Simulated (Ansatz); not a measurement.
# PBE/aug-cc-pVTZ run of PH3 (phosphine)

Aim: the electronic atomisation energy of PH3 (phosphine) at PBE/aug-cc-pVTZ, from 3 runs. 

The calculation is run with Ansatz 0.2.0.

34 further runs of the same task are left out: 34 set aside as unsound or not needed.

## Step 1: The molecule

PH3: 4 atoms, total charge 0, spin state singlet. As SMILES, `P`. The coordinates come from a PBE0-D4/def2-TZVP relaxation.

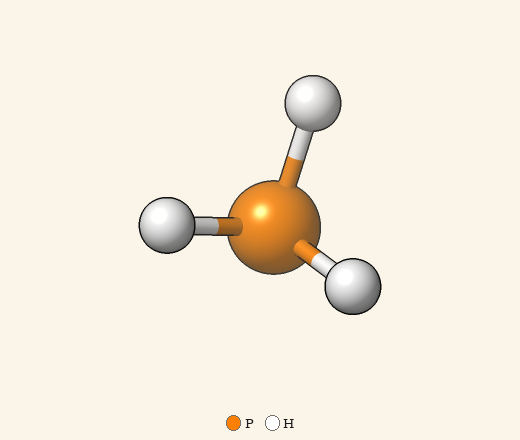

Viewed from a chosen angle; phosphorus orange, hydrogen white.

## Step 2: The energy at PBE/aug-cc-pVTZ

job.yaml reads:

```yaml
crystal:
  periodic: [false, false, false]
  atoms:
    - {symbol: P, position_ang: [0.346000, -0.326500, -0.332800]}
    - {symbol: H, position_ang: [0.630900, -0.034000, 1.027000]}
    - {symbol: H, position_ang: [-1.005500, -0.663000, -0.057200]}
    - {symbol: H, position_ang: [0.028700, 1.023500, -0.636900]}
basis:
  gaussian:
    orbitals: aug-cc-pVTZ
accuracy: high
hamiltonian:
  xc: pbe
output: {orbitals: {seedname: orbitals}}
```

Started as:

```
$ ansatz run job.yaml --threads 1 --pin off --max-ram 3480MiB --events-out events.jsonl --progress --plain --runs-dir runs
```

The log of the run:

```text
Warning: RAYON_NUM_THREADS=1 ignored (pool sized by the plan → 1); use --threads N
Functional definition: PBE
  name "PBE"
  parameter kappa = 0.804
  parameter beta = 0.06672455060314922
  exchange = pbe_x(kappa = kappa, mu = beta*pi^2/3)
  correlation = pbe_c(beta = beta)
1842 factors; integrals over basis functions are off by at most 3.1e-9 eV
mean field evaluation 1: about -9332.0389 eV, gradient 1.7e1 eV
mean field evaluation 2: about -9332.3881 eV, gradient 1.6e1 eV
mean field evaluation 4: about -9333.1394 eV, gradient 6.6e-1 eV
mean field evaluation 8: about -9333.1402 eV, gradient 3.8e-3 eV
mean field evaluation 16: about -9333.1402 eV, gradient 4.1e-7 eV
mean field -9333.14016297 eV, -342.9865747595 hartree, gradient 3.6e-8 eV, S^2 0.000000; 0 other end points of the search recorded, 0 dependent functions left out
reference -9333.14016866 eV, -342.9865749688 hartree; 9, 9 occupied and 110, 110 virtual orbitals, 1842 factors
Total energy: -9333.14016866 eV, -342.9865749688 hartree
```

It took 3.9 s on 1 thread of Intel Xeon Platinum 8488C (Sapphire Rapids), shared host; peak memory 0.28 GiB.

## Step 3: The H atom

job.yaml reads:

```yaml
crystal:
  periodic: [false, false, false]
  atoms:
    - {symbol: H, position_ang: [0.000000, 0.000000, 0.000000]}
basis:
  gaussian:
    orbitals: aug-cc-pVTZ
magnetization:
  spin_polarized: true
  initial_magnetization: 1
hamiltonian:
  xc: pbe
accuracy: high
```

Started as:

```
$ ansatz run job.yaml --threads 1 --pin off --max-ram 3480MiB --events-out events.jsonl --progress --plain --runs-dir runs
```

The log of the run (excerpt; [...] marks lines left out):

```text
Warning: RAYON_NUM_THREADS=1 ignored (pool sized by the plan → 1); use --threads N
[... 6 set-up lines as earlier in the session ...]
183 factors; integrals over basis functions are off by at most 9.4e-10 eV
mean field evaluation 1: about -13.5930 eV, gradient 6.9e-1 eV
mean field evaluation 2: about -13.6002 eV, gradient 1.2e-1 eV
mean field evaluation 4: about -13.6004 eV, gradient 1.7e-3 eV
mean field evaluation 8: about -13.6004 eV, gradient 4.0e-6 eV
mean field -13.60036435 eV, -0.4998041711 hartree, gradient 9.1e-9 eV, S^2 0.750000; 0 other end points of the search recorded, 0 dependent functions left out
reference -13.60037065 eV, -0.4998044026 hartree; 1, 0 occupied and 22, 23 virtual orbitals, 183 factors
Total energy: -13.60037065 eV, -0.4998044026 hartree
```

Wall time 0.16 s (1 thread of Intel Xeon Platinum 8488C (Sapphire Rapids), shared host).

## Step 4: The P atom at the same level

input.yaml reads:

```yaml
crystal:
  periodic: [false, false, false]
  atoms:
    - symbol: P
      position_ang: [0.000000, 0.000000, 0.000000]
basis:
  gaussian: {orbitals: aug-cc-pVTZ}
hamiltonian: {xc: pbe}
magnetization: {spin_polarized: true, initial_magnetization: 3}
accuracy: high
```

Started as:

```
$ ansatz run input.yaml --threads 1 --pin off --max-ram 3480MiB --events-out events.jsonl --progress --plain --runs-dir runs
```

The log of the run (excerpt; [...] marks lines left out):

```text
Warning: RAYON_NUM_THREADS=1 ignored (pool sized by the plan → 1); use --threads N
[... 6 set-up lines as earlier in the session ...]
487 factors; integrals over basis functions are off by at most 2.4e-9 eV
mean field evaluation 1: about -9281.8875 eV, gradient 4.1e0 eV
mean field evaluation 2: about -9281.9693 eV, gradient 3.2e0 eV
mean field evaluation 4: about -9282.0277 eV, gradient 1.9e-1 eV
mean field evaluation 8: about -9282.0278 eV, gradient 1.9e-4 eV
mean field -9282.02779531 eV, -341.1082298933 hartree, gradient 3.3e-8 eV, S^2 3.750380; 0 other end points of the search recorded, 0 dependent functions left out
reference -9282.02779956 eV, -341.1082300493 hartree; 9, 6 occupied and 41, 44 virtual orbitals, 487 factors
Total energy: -9282.02779956 eV, -341.1082300493 hartree
```

Run time: 0.8 s. Hardware: 1 thread of Intel Xeon Platinum 8488C (Sapphire Rapids), shared host.

## Step 5: Summary of results

Level: PBE/aug-cc-pVTZ.

```
                     quantity          value
       molecule: total energy  -342.98657 Eh
        molecule: HOMO energy       -6.73 eV
        molecule: LUMO energy       -0.65 eV
      molecule: HOMO–LUMO gap        6.07 eV
         H atom: total energy    -0.49980 Eh
                 H atom: ⟨S²⟩          0.750
         P atom: total energy  -341.10823 Eh
                 P atom: ⟨S²⟩          3.750
electronic atomisation energy      10.311 eV
```

In words: Taking the molecule apart into free atoms costs 10.31 eV (238 kcal/mol), before zero-point energy and without spin-orbit coupling.
